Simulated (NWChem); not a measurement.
**CH5O+ (SMILES C[OH2+]): levels of theory compared**

We compute a comparison of 5 runs (HF/pcseg-2, B3LYP/6-31G*, PBE0/STO-3G, TPSS/def2-SVPD) of CH5O+. 

Program for the calculation: NWChem 7.3.0.

## (1) The molecule

The species is CH5O+ (7 atoms), meant as a singlet with charge +1. SMILES: `C[OH2+]`. Geometry: relaxed at PBE0-D4/def2-TZVP.

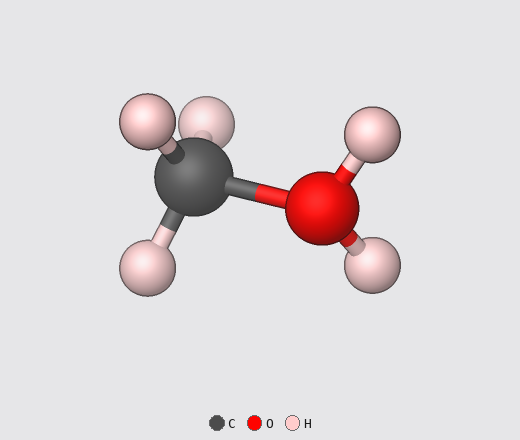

The structure, seen from a chosen angle (carbon dark grey, oxygen red, hydrogen pink).

## (2) Energy and forces at HF/pcseg-2 (run 1)

a.xyz reads:

```xyz
7

C     -0.310200    -0.443600    -0.333100
O      0.309300     0.508700     0.643200
H     -0.013400    -1.429700     0.011600
H     -1.380700    -0.292600    -0.230000
H      0.059900    -0.210100    -1.328200
H      0.058900     1.440400     0.510200
H      1.276200     0.426900     0.726300
```

run.py reads:

```python
from ase.io import read
from ase.calculators.nwchem import NWChem

molecule = read('a.xyz')

calc = NWChem(
    label='a',
    theory='scf',
    memory='2200 mb',
    basis='pcseg-2',
    basispar='spherical bse',
    charge=1,
    scf={'nopen': '0', 'rhf': None, 'thresh': '1e-08', 'maxiter': '80'},
)
molecule.calc = calc

forces = molecule.get_forces()
e = molecule.get_potential_energy()
print(f"E = {e:.6f} eV")
print("forces (eV/A):")
for s, f in zip(molecule.symbols, forces):
    print(f"{s:2s} {f[0]:10.5f} {f[1]:10.5f} {f[2]:10.5f}")
print("dipole (e A):", molecule.get_dipole_moment().round(4))
```

The run is started by

```console
$ export ASE_NWCHEM_COMMAND="nwchem PREFIX.nwi > PREFIX.nwo"
$ python run.py
```

Log:

```text
E = -3140.085807 eV
forces (eV/A):
C    -0.31285   -0.42310   -0.22929
O     0.83761    0.94971   -0.25716
H    -0.09153    0.41559   -0.14018
H     0.44639   -0.03034   -0.04577
H    -0.12403   -0.05492    0.44218
H     0.29794   -0.99085    0.23505
H    -1.05354    0.13390   -0.00483
dipole (e A): [0.2862 0.3674 0.111 ]
```

The calculator wrote a.nwi:

```
title "a"

permanent_dir a

scratch_dir a

start a

geometry units angstrom nocenter noautosym noautoz
  C  -3.1019999999999998e-01 -4.4359999999999999e-01 -3.3310000000000001e-01
  O  3.0930000000000002e-01 5.0870000000000004e-01 6.4319999999999999e-01
  H  -1.3400000000000000e-02 -1.4297000000000000e+00 1.1599999999999999e-02
  H  -1.3807000000000000e+00 -2.9260000000000003e-01 -2.3000000000000001e-01
  H  5.9900000000000002e-02 -2.1010000000000001e-01 -1.3282000000000000e+00
  H  5.8900000000000001e-02 1.4403999999999999e+00 5.1019999999999999e-01
  H  1.2762000000000000e+00 4.2690000000000000e-01 7.2629999999999995e-01
end

charge 1

memory 2200 mb

basis spherical bse noprint
   * library pcseg-2
end

scf
  nopen 0
  rhf
  thresh 1e-08
  maxiter 80
end

task scf gradient
```

a.nwo, shortened:

```text
[...]
      One-electron energy =   -242.731294697815
[... 1 line left out ...]
 Nuclear repulsion energy =     46.000047088421
[... 27 lines left out ...]
                       ROHF Final Molecular Orbital Analysis
[... 235 lines left out ...]
                              NWChem Gradients Module
[...]
  wavefunction    =   RHF
                         RHF ENERGY GRADIENTS
    atom               coordinates                        gradient
                 x          y          z           x          y          z
   1 C      -0.586193  -0.838282  -0.629468    0.006084   0.008228   0.004459
   2 O       0.584492   0.961304   1.215472   -0.016289  -0.018469   0.005001
   3 H      -0.025322  -2.701741   0.021921    0.001780  -0.008082   0.002726
   4 H      -2.609145  -0.552934  -0.434637   -0.008681   0.000590   0.000890
   5 H       0.113195  -0.397031  -2.509934    0.002412   0.001068  -0.008599
   6 H       0.111305   2.721961   0.964138   -0.005794   0.019269  -0.004571
   7 H       2.411668   0.806724   1.372508    0.020488  -0.002604   0.000094
[...]
```

It took 43 s on 1 thread of Intel Xeon Platinum 8488C (Sapphire Rapids), shared host; peak memory 0.11 GiB.

## (3) Energy and gradient at B3LYP/6-31G(d) (Cartesian functions) (run 2)

ch5o.xyz reads:

```xyz
7

C     -0.310200    -0.443600    -0.333100
O      0.309300     0.508700     0.643200
H     -0.013400    -1.429700     0.011600
H     -1.380700    -0.292600    -0.230000
H      0.059900    -0.210100    -1.328200
H      0.058900     1.440400     0.510200
H      1.276200     0.426900     0.726300
```

ch5o.nw reads:

```
start ch5o
memory 2200 mb
charge 1
geometry noautosym nocenter noautoz
 load format xyz ch5o.xyz
end
basis "ao basis"
 * library 6-31G*
end
dft
 xc b3lyp
 grid xfine
 convergence energy 1e-08
 iterations 100
 mulliken
 print low
end
task dft gradient
```

The run is started by

```console
$ nwchem ch5o.nw > ch5o.out
```

Log:

```text
[...]
 d= 0,ls=0.0,diis     1   -115.8848746373 -1.62D+02  2.78D-02  1.60D+00     1.3
[...]
 d= 0,ls=0.0,diis     8   -116.0153879204 -6.68D-11  9.04D-07  6.61D-09     8.6
         Total DFT energy =     -116.015387920416
      One electron energy =     -242.704656220832
           Coulomb energy =       96.266565384548
    Exchange-Corr. energy =      -15.577344172553
 Nuclear repulsion energy =       46.000047088421
[...]
      Total Density - Mulliken Population Analysis
     ---------------------------------------------
    Atom       Charge   Shell Charges
 -----------   ------   -------------------------------------------------------
    1 C    6     6.29   1.99  0.71  2.04  0.66  0.84  0.04
    2 O    8     8.57   1.99  0.91  3.01  0.85  1.74  0.07
    3 H    1     0.72   0.52  0.21
    4 H    1     0.72   0.52  0.21
    5 H    1     0.74   0.52  0.22
    6 H    1     0.48   0.43  0.05
    7 H    1     0.48   0.43  0.05
[...]
                         DFT ENERGY GRADIENTS
    atom               coordinates                        gradient
                 x          y          z           x          y          z
   1 C      -0.586193  -0.838282  -0.629468    0.003137   0.004805   0.005027
   2 O       0.584492   0.961304   1.215472    0.003164   0.002599  -0.005783
   3 H      -0.025322  -2.701741   0.021921   -0.000428   0.001335  -0.000558
   4 H      -2.609145  -0.552934  -0.434637    0.001439  -0.000246  -0.000216
   5 H       0.113195  -0.397031  -2.509934   -0.000399  -0.000110   0.001758
   6 H       0.111305   2.721961   0.964138    0.001385  -0.008227   0.000746
   7 H       2.411668   0.806724   1.372508   -0.008298  -0.000156  -0.000974
 Task  times  cpu:       10.4s     wall:       10.4s
 Total times  cpu:       10.5s     wall:       10.5s
```

Wall time 11 s (1 thread of Intel Xeon Platinum 8488C (Sapphire Rapids), shared host); peak memory 0.13 GiB.

## (4) Energy and forces at PBE0/STO-3G (run 3)

sp.nw reads:

```
start sp
title "CH5O"
memory total 2200 mb
charge 1

geometry units angstroms noautosym nocenter noautoz
C     -0.310200    -0.443600    -0.333100
O      0.309300     0.508700     0.643200
H     -0.013400    -1.429700     0.011600
H     -1.380700    -0.292600    -0.230000
H      0.059900    -0.210100    -1.328200
H      0.058900     1.440400     0.510200
H      1.276200     0.426900     0.726300
end

basis spherical bse
* library STO-3G
end

dft
xc pbe0
grid xfine
convergence energy 1e-08
maxiter 100
mulliken
end

task dft gradient
```

The run is started by

```console
$ nwchem sp.nw > sp.out
```

Log:

```text
[...]
          Wavefunction type:  closed shell.
          No. of atoms     :     7
          No. of electrons :    18
[...]
          Charge           :     1
          Spin multiplicity:     1
[...]
          AO basis - number of functions:    15
[...]
              XC Information
              --------------
                         PBE0 Method XC Functional
                     Hartree-Fock (Exact) Exchange  0.250
          PerdewBurkeErnzerhof Exchange Functional  0.750
            Perdew 1991 LDA Correlation Functional  1.000 local
           PerdewBurkeErnz. Correlation Functional  1.000 non-local
[...]
 d= 0,ls=0.0,diis     1   -114.3833404496 -1.60D+02  5.68D-02  3.70D-01     0.7
[...]
 d= 0,ls=0.0,diis     7   -114.4350591056 -7.95D-11  1.27D-07  1.83D-12     3.5
         Total DFT energy =     -114.435059105586
      One electron energy =     -240.600043900325
           Coulomb energy =       95.532013706820
    Exchange-Corr. energy =      -15.367076000502
 Nuclear repulsion energy =       46.000047088421
[...]
      Total Density - Mulliken Population Analysis
     ---------------------------------------------
    Atom       Charge   Shell Charges
 -----------   ------   -------------------------------------------------------
    1 C    6     6.11   1.99  1.25  2.87
    2 O    8     8.19   2.00  1.75  4.44
    3 H    1     0.82   0.82
    4 H    1     0.82   0.82
    5 H    1     0.83   0.83
    6 H    1     0.61   0.61
    7 H    1     0.61   0.61
[...]
  wavefunction    = closed shell
                         DFT ENERGY GRADIENTS
    atom               coordinates                        gradient
                 x          y          z           x          y          z
   1 C      -0.586193  -0.838282  -0.629468   -0.007128  -0.011045  -0.011455
   2 O       0.584492   0.961304   1.215472    0.030994   0.035639  -0.007642
   3 H      -0.025322  -2.701741   0.021921   -0.004327   0.016785  -0.003481
   4 H      -2.609145  -0.552934  -0.434637    0.017576  -0.001464   0.000406
   5 H       0.113195  -0.397031  -2.509934   -0.004904  -0.002176   0.017540
   6 H       0.111305   2.721961   0.964138    0.011584  -0.041930   0.007233
   7 H       2.411668   0.806724   1.372508   -0.043794   0.004190  -0.002600
[...]
```

Run time: 5.4 s. Hardware: 1 thread of Intel Xeon Platinum 8488C (Sapphire Rapids), shared host; peak memory 0.13 GiB.

Run 4 isn't shown in full; the table further down has it.

## (5) Energy and gradient at TPSS/def2-SVPD (run 5)

ch5o.nw reads:

```
echo
start ch5o
title "CH5O"
memory stack 880 mb heap 220 mb global 1100 mb
charge 1

geometry units angstrom noautosym nocenter noautoz
   C     -0.310200    -0.443600    -0.333100
   O      0.309300     0.508700     0.643200
   H     -0.013400    -1.429700     0.011600
   H     -1.380700    -0.292600    -0.230000
   H      0.059900    -0.210100    -1.328200
   H      0.058900     1.440400     0.510200
   H      1.276200     0.426900     0.726300
end

basis spherical bse
   C library def2-SVPD
   O library def2-SVPD
   H library def2-SVPD
end

dft
   xc xtpss03 ctpss03
   grid xfine
   convergence energy 1e-08
   iterations 100
   mulliken
   noprint "final vectors analysis"
end

task dft gradient
```

The run is started by

```console
$ nwchem ch5o.nw > ch5o.out
```

Log:

```text
[...]
          Wavefunction type:  closed shell.
          No. of atoms     :     7
          No. of electrons :    18
[...]
          Charge           :     1
          Spin multiplicity:     1
[...]
          AO basis - number of functions:    83
[...]
              XC Information
              --------------
                  TPSS metaGGA Exchange Functional  1.000
             TPSS03 metaGGA Correlation Functional  1.000
[...]
 d= 0,ls=0.0,diis     1   -115.8215005577 -1.62D+02  1.90D-02  1.49D+00     4.1
[...]
 d= 0,ls=0.0,diis     8   -115.9592434371 -9.24D-10  1.22D-06  2.54D-08    27.6
         Total DFT energy =     -115.959243437130
      One electron energy =     -242.574329803999
           Coulomb energy =       96.205960181931
    Exchange-Corr. energy =      -15.590920903483
 Nuclear repulsion energy =       46.000047088421
[...]
      Total Density - Mulliken Population Analysis
     ---------------------------------------------
    Atom       Charge   Shell Charges
 -----------   ------   -------------------------------------------------------
    1 C    6     5.24   1.99  0.95 -0.22  0.06  2.04  0.39  0.04 -0.02
    2 O    8     8.30   1.99  1.09  0.53  0.12  2.94  1.49  0.04  0.01  0.09
    3 H    1     1.04   0.76  0.23  0.02  0.02
    4 H    1     1.04   0.76  0.23  0.02  0.02
    5 H    1     0.96   0.76  0.20  0.02 -0.01
    6 H    1     0.71   0.67 -0.01  0.06 -0.00
    7 H    1     0.71   0.67 -0.01  0.06 -0.00
[...]
  wavefunction    = closed shell
                         DFT ENERGY GRADIENTS
    atom               coordinates                        gradient
                 x          y          z           x          y          z
   1 C      -0.586193  -0.838282  -0.629468    0.002821   0.004022   0.003137
   2 O       0.584492   0.961304   1.215472    0.003276   0.003053  -0.004284
   3 H      -0.025322  -2.701741   0.021921   -0.002261   0.005535  -0.002437
   4 H      -2.609145  -0.552934  -0.434637    0.006175  -0.001507  -0.000934
   5 H       0.113195  -0.397031  -2.509934   -0.002505  -0.001746   0.005975
   6 H       0.111305   2.721961   0.964138    0.001923  -0.009409   0.000279
   7 H       2.411668   0.806724   1.372508   -0.009430   0.000053  -0.001737
[...]
```

It took 38 s on 1 thread of Intel Xeon Platinum 8488C (Sapphire Rapids), shared host; peak memory 0.13 GiB.

## (6) The series

| run | level | Cartesian functions | iteration cap | energy (Eh) | HOMO energy (eV) | LUMO energy (eV) | HOMO–LUMO gap (eV) | wall time |
| --- | --- | --- | --- | --- | --- | --- | --- | --- |
| 1 | HF/pcseg-2 | no | 80 | -115.396026 | -21.54 | -3.46 | 18.08 | 43 s |
| 2 | B3LYP/6-31G* (Cartesian functions) | yes | 100 | -116.015388 | – | – | – | 11 s |
| 3 | PBE0/STO-3G | no | 100 | -114.435059 | -16.35 | -2.91 | 13.44 | 5.4 s |
| 4 | B3LYP/6-31G* (spherical functions) | no | 100 | -116.013257 | -17.01 | -6.28 | 10.73 | 11 s |
| 5 | TPSS/def2-SVPD | no | 100 | -115.959243 | – | – | – | 38 s |

## (7) Outcome

| quantity | value |
| --- | --- |
| run 5: total energy | -115.95924 Eh |
| run 5: largest force on an atom | 0.494 eV/Å |

**Reading.** Over runs 1, 3, 4 the HOMO–LUMO gap runs from 10.73 eV (B3LYP/6-31G*) to 18.08 eV (HF/pcseg-2). The two ends differ in method and basis. Totals of different functionals can't be ranked against each other. In run 3 the basis is minimal, so the values are rough. All runs together took 1.8 min, the longest 43 s.
